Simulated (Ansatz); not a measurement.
```json
{"atom": "Al", "x (Å)": "-0.0712", "y (Å)": "-0.4322", "z (Å)": "-1.7656"}
{"atom": "F", "x (Å)": "-1.3705", "y (Å)": "-1.1802", "z (Å)": "-1.0585"}
{"atom": "F", "x (Å)": "0.1812", "y (Å)": "-0.6088", "z (Å)": "-3.3868"}
{"atom": "S", "x (Å)": "1.2268", "y (Å)": "0.7401", "z (Å)": "-0.5128"}
{"atom": "Si", "x (Å)": "0.1684", "y (Å)": "0.4110", "z (Å)": "1.3562"}
{"atom": "H", "x (Å)": "-1.2200", "y (Å)": "0.9443", "z (Å)": "1.2851"}
{"atom": "H", "x (Å)": "0.9485", "y (Å)": "1.1621", "z (Å)": "2.3770"}
{"atom": "H", "x (Å)": "0.1368", "y (Å)": "-1.0362", "z (Å)": "1.7054"}
```

Geometry: r2SCAN-D4/def2-SVP.

Theory: RKS PBE0-D4/def2-TZVP (Ansatz 0.2.0).

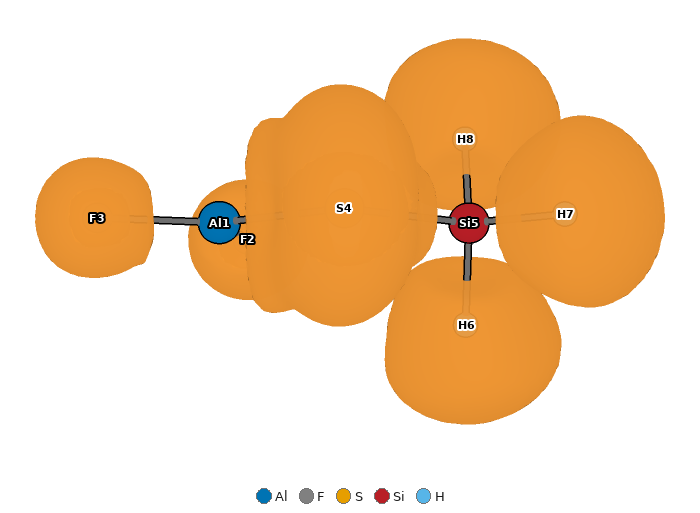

AlF$_{2}$H$_{3}$SSi. Isosurface of the ELF at 0.75 (orange), seen from one side. Core shells and regions of very low density are left out.

### Where are the electrons localised?

The ELF exceeds this value in three regions around hydrogen nuclei, one region on S in which the atom's valence shell and bonds are merged and two regions wrapped around F (the valence shell of each). Profiles from the grid: Al–F (1.65 Å): the ELF peaks at about 0.85 in the valence shell of F, 0.6 Å from its nucleus, and is about 0.25 at the midpoint. Al–S (2.15 Å): the ELF peaks at about 0.90 in the valence shell of S, 1.0 Å from its nucleus, and is about 0.85 at the midpoint.
